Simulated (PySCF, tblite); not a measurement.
**C4H16BNSi: geometry, infrared bands and NMR shifts**

Wanted: the infrared bands and NMR shifts of C4H16BNSi (`CC(C)[NH2+][BH2-]C[SiH3]`), by calculation.

The runs use tblite 0.8.0 and PySCF 2.14.0, with density-fitted response routines of our own; the level of theory stands in each step. All values are computed, except where a source is named. Atoms are numbered from 0 throughout.

## (1) The starting structure

23 atoms, charge 0, multiplicity 1; geometry from: force field or distance geometry start.

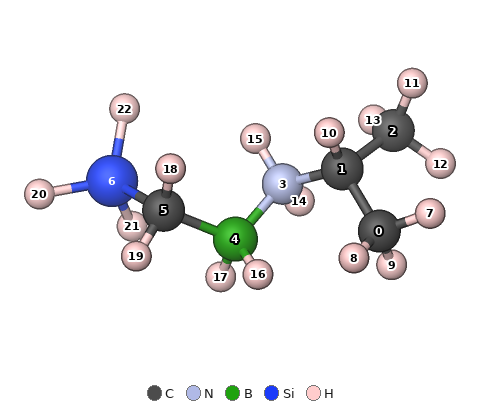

The starting geometry (carbon dark grey, nitrogen light blue, boron green, silicon blue, hydrogen pink), atoms numbered.

## (2) Relaxing the molecule with GFN2-xTB

Job settings and geometry (Å):

```
{"job": {"kind": "relax", "xc": "GFN2-xTB", "basis": "xTB"}, "charge": 0, "multiplicity": 1}
C     -2.122800    -0.820000    -0.719900
C     -1.397500     0.409800    -0.272100
C     -2.322100     1.114900     0.710800
N     -0.154300     0.155600     0.405300
B      0.742400    -0.879100    -0.216500
C      2.055700    -0.267700    -0.894000
Si     3.178300     0.332100     0.478600
H     -3.158100    -0.512200    -1.026100
H     -1.695600    -1.322200    -1.592200
H     -2.249200    -1.487400     0.174100
H     -1.254800     1.128100    -1.103700
H     -2.771900     2.024200     0.268900
H     -3.196500     0.441400     0.949000
H     -1.846100     1.332400     1.673800
H     -0.371500    -0.189600     1.389000
H      0.360700     1.056200     0.580100
H      0.247100    -1.576400    -1.015300
H      1.142900    -1.605500     0.649400
H      1.818100     0.539200    -1.610100
H      2.570300    -1.136400    -1.376800
H      4.561100     0.129300     0.047100
H      2.936100    -0.565100     1.634500
H      2.922900     1.725600     0.876100
```

On the command line:

```sh
$ OMP_NUM_THREADS=1 python probes_run.py task.json out
```

The driver reads the jobs from task.json and runs them one after another.

What it wrote:

```text
step      E/eV     max force
  0    -613.98028    2.884
  1    -614.32573    1.275
  2    -614.44693    0.716
  3    -614.54278    0.614
  4    -614.60489    0.523
  5    -614.65322    0.488
  6    -614.69515    0.397
  7    -614.73376    0.474
  8    -614.76426    0.371
  9    -614.79038    0.457
 10    -614.81077    0.381
 11    -614.82543    0.277
 12    -614.83856    0.247
 13    -614.85062    0.269
 14    -614.86162    0.291
 15    -614.87176    0.235
 16    -614.88015    0.230
 17    -614.88641    0.191
 18    -614.89133    0.146
 19    -614.89551    0.140
 20    -614.90007    0.154
 21    -614.90644    0.272
 22    -614.91461    0.319
 23    -614.92300    0.228
 24    -614.93051    0.201
 25    -614.93788    0.228
 26    -614.94668    0.311
 27    -614.95769    0.314
 28    -614.96848    0.205
 29    -614.97716    0.194
 30    -614.98459    0.251
 31    -614.99163    0.289
 32    -614.99797    0.194
 33    -615.00360    0.155
 34    -615.00945    0.174
 35    -615.01722    0.318
 36    -615.02683    0.322
 37    -615.03086    0.343
 38    -615.04227    0.196
 39    -615.04843    0.185
 40    -615.05996    0.298
 41    -615.06890    0.317
 42    -615.08240    0.271
 43    -615.09406    0.292
 44    -615.10309    0.217
 45    -615.10951    0.214
 46    -615.11514    0.183
 47    -615.12040    0.125
 48    -615.12537    0.131
 49    -615.12833    0.144
 50    -615.13156    0.109
 51    -615.13394    0.109
 52    -615.13646    0.112
 53    -615.13915    0.131
 54    -615.14175    0.107
 55    -615.14433    0.129
 56    -615.14723    0.131
 57    -615.15119    0.128
 58    -615.15535    0.142
 59    -615.15966    0.130
 60    -615.16376    0.158
 61    -615.16790    0.127
 62    -615.17152    0.133
 63    -615.17459    0.114
 64    -615.17721    0.143
 65    -615.18003    0.152
 66    -615.18307    0.098
 67    -615.18542    0.077
 68    -615.18674    0.077
 69    -615.18808    0.074
 70    -615.18964    0.111
 71    -615.19167    0.118
 72    -615.19367    0.097
 73    -615.19528    0.110
 74    -615.19670    0.099
 75    -615.19799    0.113
 76    -615.19895    0.092
 77    -615.19975    0.055
 78    -615.20055    0.057
 79    -615.20131    0.082
 80    -615.20256    0.109
 81    -615.20400    0.090
 82    -615.20521    0.067
 83    -615.20617    0.067
 84    -615.20734    0.092
 85    -615.20903    0.124
 86    -615.21123    0.119
 87    -615.21347    0.109
 88    -615.21519    0.097
 89    -615.21643    0.076
 90    -615.21741    0.082
 91    -615.21827    0.069
 92    -615.21901    0.064
 93    -615.21963    0.060
 94    -615.22011    0.055
 95    -615.22059    0.049
 96    -615.22121    0.050
 97    -615.22160    0.045
 98    -615.22191    0.043
 99    -615.22231    0.043
100    -615.22283    0.047
101    -615.22340    0.057
102    -615.22389    0.056
103    -615.22428    0.046
104    -615.22465    0.036
105    -615.22511    0.038
106    -615.22561    0.042
107    -615.22604    0.034
108    -615.22634    0.030
109    -615.22659    0.027
110    -615.22681    0.029
111    -615.22702    0.033
112    -615.22725    0.032
113    -615.22751    0.031
114    -615.22782    0.031
115    -615.22810    0.030
116    -615.22834    0.031
117    -615.22858    0.029
118    -615.22889    0.035
119    -615.22923    0.040
120    -615.22953    0.035
121    -615.22979    0.041
122    -615.23008    0.044
123    -615.23043    0.041
124    -615.23077    0.041
125    -615.23099    0.025
126    -615.23111    0.019
127    -615.23122    0.027
128    -615.23137    0.038
129    -615.23158    0.043
130    -615.23179    0.035
131    -615.23198    0.030
132    -615.23217    0.031
133    -615.23236    0.027
134    -615.23257    0.024
135    -615.23274    0.023
136    -615.23288    0.026
137    -615.23302    0.024
138    -615.23320    0.024
139    -615.23340    0.029
140    -615.23359    0.030
141    -615.23377    0.030
142    -615.23395    0.031
143    -615.23415    0.029
144    -615.23441    0.034
145    -615.23471    0.044
146    -615.23500    0.057
147    -615.23530    0.053
148    -615.23557    0.033
149    -615.23579    0.026
150    -615.23596    0.029
151    -615.23608    0.028
152    -615.23620    0.024
153    -615.23634    0.025
154    -615.23651    0.023
155    -615.23669    0.039
156    -615.23689    0.049
157    -615.23715    0.046
158    -615.23753    0.040
159    -615.23791    0.037
160    -615.23835    0.043
161    -615.23882    0.052
162    -615.23937    0.058
163    -615.23992    0.063
164    -615.24027    0.048
165    -615.24055    0.038
166    -615.24075    0.027
167    -615.24090    0.020
168    -615.24097    0.019
169    -615.24105    0.016
170    -615.24110    0.012
171    -615.24114    0.010
```

Wall time 2.4 s (1 thread of Arm Neoverse N1, shared host); peak memory 0.18 GiB.

Along the way: (not every step is listed)

```
step  energy from step 0 (eV)  largest force (eV/Å)
   0                   0.0000                2.8838
   1                  -0.3455                1.2745
   2                  -0.4666                0.7157
   3                  -0.5625                0.6139
   4                  -0.6246                0.5229
   5                  -0.6729                0.4879
   6                  -0.7149                0.3967
   7                  -0.7535                0.4741
   8                  -0.7840                0.3713
  23                  -0.9427                0.2282
  38                  -1.0620                0.1958
  53                  -1.1589                0.1314
  68                  -1.2065                0.0774
  83                  -1.2259                0.0673
  98                  -1.2416                0.0433
 113                  -1.2472                0.0313
 128                  -1.2511                0.0377
 143                  -1.2539                0.0292
 158                  -1.2572                0.0402
 166                  -1.2605                0.0272
 167                  -1.2606                0.0205
 168                  -1.2607                0.0187
 169                  -1.2608                0.0156
 170                  -1.2608                0.0121
 171                  -1.2609                0.0103
```

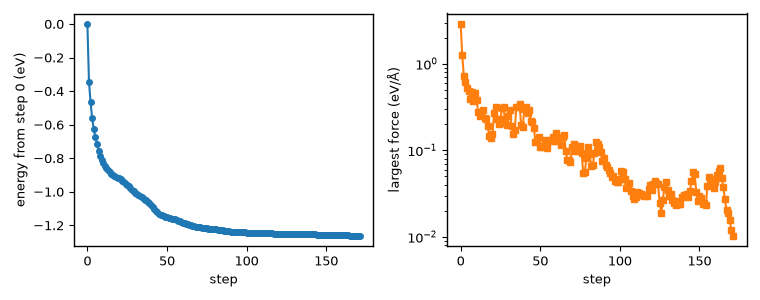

Energy and largest force along the relaxation.

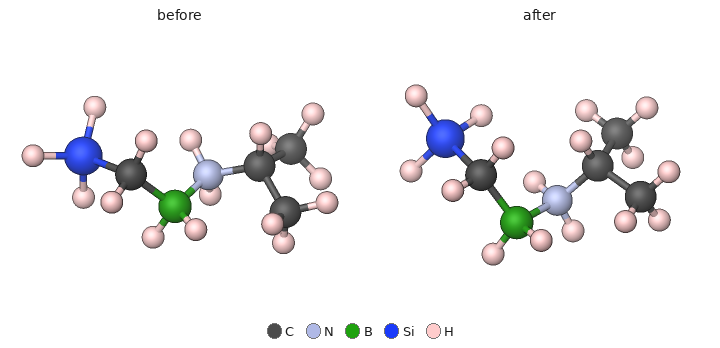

Before and after, at one scale.

Distances of close pairs at the start and the end, largest changes first:

```csv
bond,before (Å),after (Å),change (Å)
N3–B4,1.504,1.648,+0.145
N3–H14,1.065,1.016,-0.048
C2–H12,1.129,1.089,-0.040
C0–H7,1.123,1.086,-0.036
N3–H15,1.052,1.017,-0.036
B4–C5,1.599,1.635,+0.035
C0–H9,1.123,1.089,-0.034
C1–N3,1.438,1.472,+0.033
```

The final coordinates are the input of the step that follows.

## (3) Infrared spectrum with GFN2-xTB

Job settings and geometry (Å):

```
{"job": {"kind": "ir", "xc": "GFN2-xTB", "basis": "xTB"}, "charge": 0, "multiplicity": 1}
C     -2.321228    -0.514866    -0.815633
C     -1.207503     0.301443    -0.175242
C     -1.772184     1.370785     0.755911
N     -0.306390    -0.595900     0.565331
B      0.827995    -1.438533    -0.283417
C      1.937941    -0.366681    -0.823146
Si     2.790731     0.724967     0.456930
H     -2.931728     0.112247    -1.459209
H     -1.895491    -1.315183    -1.413748
H     -2.962343    -0.951562    -0.051029
H     -0.608880     0.779516    -0.954836
H     -2.434655     2.035735     0.208192
H     -2.340963     0.915764     1.565905
H     -0.971063     1.969885     1.184134
H     -0.854076    -1.271485     1.091345
H      0.249072    -0.053157     1.221242
H      0.259543    -1.999873    -1.170145
H      1.283757    -2.200416     0.518043
H      1.515410     0.277713    -1.601690
H      2.718696    -0.938181    -1.331332
H      3.728703     1.677079    -0.148328
H      3.495697    -0.048336     1.482862
H      1.794209     1.556023     1.187938
```

What it wrote:

```text
mode    cm-1     km/mol
  1      10.9      0.04
  2      51.8      0.71
  3      77.7      0.45
  4     155.7      1.71
  5     171.3      7.60
  6     207.6      0.04
  7     230.8      3.71
  8     262.9      7.90
  9     317.8      7.65
 10     364.7      6.39
 11     391.9      1.82
 12     448.8     19.81
 13     499.5     39.33
 14     527.9     67.46
 15     631.6     20.79
 16     661.1     10.13
 17     714.8     34.60
 18     765.0     68.27
 19     801.5    307.84
 20     816.6    170.90
 21     840.2    305.00
 22     866.3     99.22
 23     892.3     55.26
 24     911.1     20.17
 25     944.4      1.58
 26     963.7      9.62
 27     979.5      3.55
 28     996.6     10.07
 29    1035.5     75.45
 30    1066.5     51.94
 31    1118.8    173.03
 32    1130.4     47.39
 33    1179.0     27.03
 34    1193.0     32.72
 35    1202.1     84.91
 36    1218.5     12.71
 37    1251.2     99.33
 38    1305.4     21.65
 39    1326.0      5.02
 40    1404.7     13.61
 41    1418.3      8.39
 42    1481.5     14.85
 43    1489.9      0.42
 44    1491.9      0.57
 45    1497.0      5.44
 46    1501.2     36.07
 47    1504.3      5.07
 48    2024.7    498.73
 49    2217.9    446.61
 50    2239.0    274.83
 51    2406.5    303.23
 52    2435.5    242.39
 53    2914.4     95.67
 54    2963.0     50.60
 55    2971.9      8.68
 56    3018.4      0.53
 57    3024.3     72.14
 58    3033.9     28.71
 59    3053.8      1.56
 60    3058.7     37.72
 61    3062.5      8.98
 62    3366.1      4.56
 63    3377.2      9.85
```

It took 1.6 s on 1 thread of Arm Neoverse N1, shared host; peak memory 0.18 GiB.

Which atoms move in the most intense modes:

```
cm⁻¹  km/mol                         atoms
 802   307.8            H20 44 %, H21 38 %
 840   305.0            H22 53 %, H20 37 %
1119   173.0  H16 23 %, H17 13 %, H15 13 %
2025   498.7                      H22 96 %
2218   446.6                      H20 92 %
2239   274.8                      H21 92 %
2406   303.2            H17 75 %, H16 16 %
2436   242.4            H16 78 %, H17 18 %
```

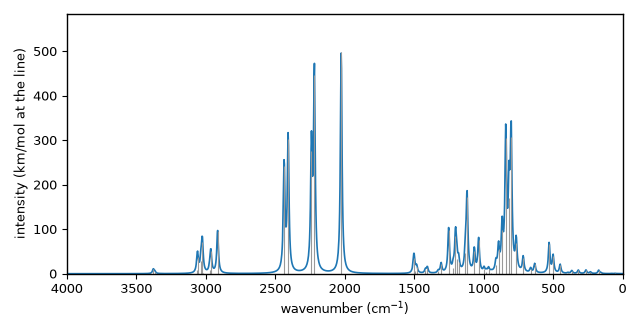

The infrared spectrum from these modes, unscaled. Lines are broadened to a width of 14 cm⁻¹ (Lorentzian).

## (4) NMR shieldings: PBE0/pcSseg-1

Settings changed since step 3:

```diff
@@ -1,2 +1,2 @@
-{"job": {"kind": "ir", "xc": "GFN2-xTB", "basis": "xTB"}, "charge": 0, "multiplicity": 1}
+{"job": {"kind": "nmr", "xc": "PBE0", "basis": "pcSseg-1"}, "charge": 0, "multiplicity": 1}
 C     -2.321228    -0.514866    -0.815633
```

Method: GIAO PBE0/pcSseg-1 NMR shielding, non-relativistic, gas phase.

What it wrote:

```text
coarse grid: 18040 points
cycle   1  E = -530.5690960004  dE =  3.381e-01  |g| = 5.475e-01  |ddm| = 3.920e+00
cycle   2  E = -530.5502585249  dE =  1.884e-02  |g| = 6.122e-01  |ddm| = 1.234e+00
cycle   3  E = -530.6555546659  dE = -1.053e-01  |g| = 6.412e-02  |ddm| = 6.953e-01
cycle   4  E = -530.6565109816  dE = -9.563e-04  |g| = 2.547e-02  |ddm| = 7.843e-02
cycle   5  E = -530.6566710819  dE = -1.601e-04  |g| = 4.359e-03  |ddm| = 2.336e-02
cycle   6  E = -530.6566758292  dE = -4.747e-06  |g| = 1.060e-03  |ddm| = 5.477e-03
final grid: 164912 points
cycle   7  E = -530.6951916483  dE = -7.193e-05  |g| = 9.657e-03  |ddm| = 3.817e-02
cycle   8  E = -530.6951828624  dE =  8.786e-06  |g| = 1.130e-02  |ddm| = 1.870e-02
cycle   9  E = -530.6952159790  dE = -3.312e-05  |g| = 7.929e-04  |ddm| = 1.039e-02
cycle  10  E = -530.6952161138  dE = -1.347e-07  |g| = 2.744e-04  |ddm| = 8.872e-04
cycle  11  E = -530.6952161305  dE = -1.673e-08  |g| = 5.377e-05  |ddm| = 2.162e-04
cycle  12  E = -530.6952161311  dE = -5.753e-10  |g| = 1.996e-05  |ddm| = 6.043e-05
converged SCF energy = -530.6952161311

GIAO shielding tensors (ppm)
atom      isotropic    diamagn.    paramagn.     s11        s22        s33       span
  0 C      165.399     248.097     -82.697    149.124    158.559    188.514     39.391
  1 C      142.091     244.087    -101.996    123.311    139.279    163.685     40.373
  2 C      160.086     248.669     -88.583    141.501    151.436    187.321     45.820
  3 N      186.899     322.645    -135.746    164.059    182.263    214.376     50.316
  4 B      119.412     187.111     -67.699    103.423    117.550    137.264     33.840
  5 C      193.747     253.363     -59.616    185.307    193.592    202.343     17.037
  6 Si     428.260     880.517    -452.256    385.141    415.236    484.404     99.263
  7 H       30.593      29.412       1.181     26.415     27.653     37.711     11.296
  8 H       29.422      30.435      -1.013     23.594     29.348     35.324     11.730
  9 H       31.304      30.477       0.827     27.801     28.932     37.179      9.378
 10 H       28.710      33.932      -5.222     24.372     29.231     32.527      8.154
 11 H       30.408      29.584       0.823     25.989     27.735     37.500     11.510
 12 H       30.861      30.725       0.136     27.885     28.539     36.159      8.274
 13 H       30.264      31.172      -0.908     25.165     29.354     36.274     11.110
 14 H       29.316      34.425      -5.110     23.023     27.783     37.140     14.117
 15 H       28.441      36.181      -7.740     21.948     26.659     36.718     14.769
 16 H       29.190      31.742      -2.553     24.642     30.595     32.332      7.690
 17 H       29.597      31.530      -1.933     25.522     29.675     33.594      8.073
 18 H       31.894      33.622      -1.728     27.280     30.788     37.614     10.335
 19 H       31.840      30.097       1.743     26.308     28.827     40.386     14.078
 20 H       27.734      29.172      -1.437     24.241     25.093     33.869      9.628
 21 H       27.968      29.714      -1.746     24.853     25.439     33.612      8.759
 22 H       27.979      31.348      -3.369     23.597     28.842     31.499      7.901
```

Wall time 69 s (1 thread of Arm Neoverse N1, shared host); peak memory 1 GiB.

The references, computed at this level on geometries of the same kind, shield at (ppm): ¹H TMS 31.72, ¹³C TMS 186.9, ²⁹Si TMS 349.2, ¹⁵N NH3 267.7, ¹¹B BF3·OEt2 100.1. Their shielding less the atom's gives the shift. The references are single molecules in the gas phase, so shifts against H2O, NH3, PH3, H3PO4 or CFCl3 are not on the usual liquid scales and can be off by tens of ppm. Atoms listed in one row are averaged.

```
                    atoms                                     environment  σ (ppm)  δ (ppm)  δ scaled to CDCl3
                       C1                              sp3 CH bonded to N    142.1     44.8               41.8
                   C0, C2                                   methyl carbon    162.7     24.2               21.7
                       C5                      sp3 CH2 bonded to B and Si    193.7     -6.8               -8.6
            H20, H21, H22               hydrogen on a silicon bonded to C    27.89     3.82                  –
                      H10               hydrogen on an sp3 CH bonded to N    28.71     3.01               2.94
                 H14, H15  hydrogen on a donor nitrogen of a Lewis adduct    28.88     2.84                  –
                 H16, H17              hydrogen on a boron bonded to C, N    29.39     2.32                  –
H7, H8, H9, H11, H12, H13                     hydrogen on a methyl carbon    30.48     1.24               1.28
                 H18, H19       hydrogen on an sp3 CH2 bonded to B and Si    31.87    -0.15              -0.04
                       N3                donor nitrogen of a Lewis adduct    186.9     80.8                  –
                       B4                       boron bonded to C, N, 2 H    119.4    -19.3                  –
                      Si6                        silicon bonded to C, 3 H    428.3    -79.1                  –
```

The scaled column applies a straight-line fit of computed shieldings to shifts measured in CDCl3 (root-mean-square error 0.16 ppm for H, 1.9 ppm for C).

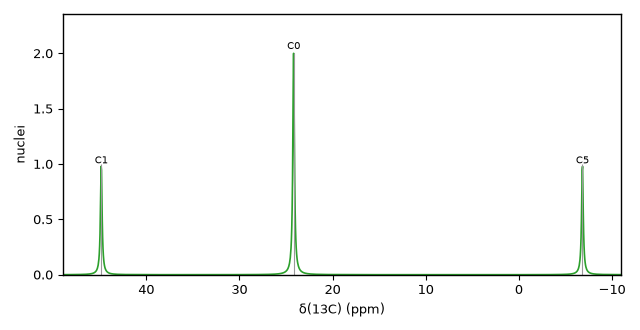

¹³C lines at the computed shifts, without couplings. Lines are broadened to a width of 0.21 ppm (Lorentzian).

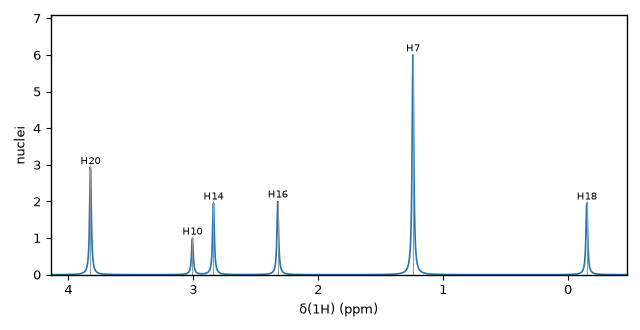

¹H lines at the computed shifts, without couplings. Lines are broadened to a width of 0.02 ppm (Lorentzian).

The run also stored atomic charges by several schemes (e):

| atoms | Mulliken | IAO | Hirshfeld | ESP fit |
| --- | --- | --- | --- | --- |
| C0, C2 | -0.22 | -0.43 | -0.11 | -0.60 |
| C1 | -0.22 | 0.01 | 0.05 | 0.45 |
| N3 | -0.38 | -0.28 | -0.04 | -0.47 |
| B4 | 0.09 | -0.22 | -0.03 | 0.12 |
| C5 | -0.74 | -0.66 | -0.24 | -0.33 |
| Si6 | 0.44 | 0.57 | 0.29 | 0.37 |

IAO charges:

C0 -0.43; C1 0.01; C2 -0.43; N3 -0.28; B4 -0.22; C5 -0.66; Si6 0.57; H7 0.15; H8 0.17; H9 0.13; H10 0.15; H11 0.15; H12 0.14; H13 0.15; H14 0.28; H15 0.28; H16 -0.03; H17 -0.03; H18 0.13; H19 0.16; H20 -0.12; H21 -0.12; H22 -0.16

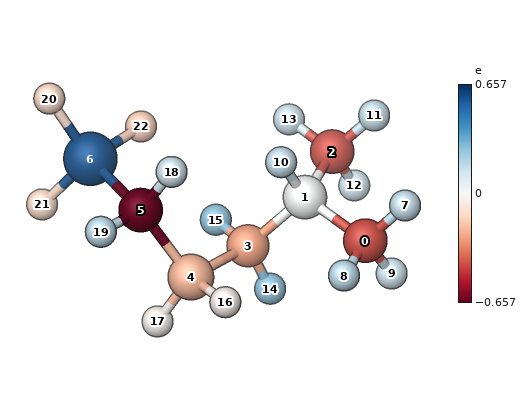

IAO charges, as colours on the atoms.

Mayer bond orders: C0–C1 1.04, C1–C2 1.04, C1–N3 0.89, N3–B4 0.59, B4–C5 0.91, C5–Si6 0.98.

## (5) Results

| quantity | value |
| --- | --- |
| strongest single infrared mode (GFN2-xTB) | 2025 cm⁻¹, 499 km/mol |
| zero-point energy (GFN2-xTB) | 122.2 kcal/mol |
| ¹³C shifts against TMS (PBE0/pcSseg-1, means over atoms taken as alike) | 44.8, 24.2, -6.8 ppm |
| ¹H shifts against TMS (PBE0/pcSseg-1, means over atoms taken as alike) | 3.82, 3.01, 2.84, 2.32, 1.24, -0.15 ppm |
| ¹⁵N shifts against NH3 (PBE0/pcSseg-1) | 80.8 ppm |
| ¹¹B shifts against BF3·OEt2 (PBE0/pcSseg-1) | -19.3 ppm |
| ²⁹Si shifts against TMS (PBE0/pcSseg-1) | -79.1 ppm |

**Reading.** Over 171 steps the energy fell by 1.261 eV; of the close pairs, N3–B4 changed most, 1.504 to 1.648 Å. No mode is imaginary among the 63: a minimum at this level. The strongest single mode, at 2025 cm⁻¹, moves mainly H22. GFN2-xTB is a fitted tight-binding method: band positions and strengths are rough. Its intensities can rank the bands wrongly. The most deshielded carbon is C1 (sp3 CH bonded to N), at 44.8 ppm: deshielded by the electronegative neighbour. At PBE0/pcSseg-1: The widest tensor belongs to Si6: span 99 ppm, with a paramagnetic part of -452 ppm.
